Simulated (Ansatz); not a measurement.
Species, as SMILES: [GeH3] (GeH3), doublet.
Atoms: Ge1, H2, H3, H4. Bonds: Ge1-H2, Ge1-H3, Ge1-H4.

Basis-set convergence of the harmonic zero-point energy at HF with Ansatz (a first-principles code). Each level at its own minimum, finite differences of forces, unscaled; the reference is a large set that could be run, not a limit. Cartesian d functions, on some or all atoms, in 6-31G*, 6-31G**; all else is spherical. The program fits the integrals of some runs and decomposes those of others, by size. Open shells are unrestricted. No added dispersion term, no relativity. Reference: the value in pcseg-3, 13.28 kcal/mol, itself unsure by roughly 0.01 kcal/mol (its mean distance from cc-pVQZ, aug-pcseg-2, aug-cc-pVTZ). Deviations are taken from unrounded values.

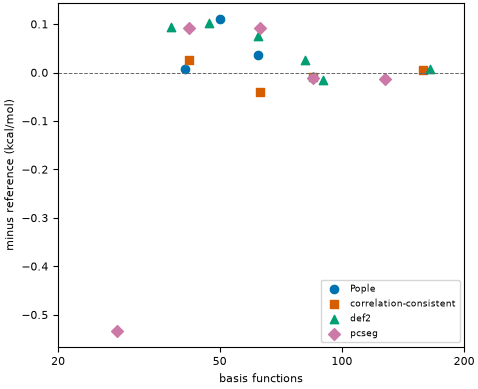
Deviation from the reference against the number of basis functions, by family of sets.

```tsv
basis	functions	harmonic zero-point energy (kcal/mol)	minus reference (kcal/mol)
pcseg-0	28	12.74	-0.53
def2-SV(P)	38	13.37	0.09
6-31G*	41	13.28	0.01
cc-pVDZ	42	13.30	0.02
pcseg-1	42	13.37	0.09
def2-SVP	47	13.38	0.10
6-31G**	50	13.39	0.11
6-311G**	62	13.31	0.04
def2-SVPD	62	13.35	0.07
aug-cc-pVDZ	63	13.24	-0.04
aug-pcseg-1	63	13.37	0.09
def2-TZVPD	81	13.30	0.03
cc-pVTZ	85	13.27	-0.01
pcseg-2	85	13.27	-0.01
def2-TZVPP	90	13.26	-0.02
aug-pcseg-2	128	13.26	-0.01
cc-pVQZ	158	13.28	0.00
def2-QZVP	165	13.28	0.01
```
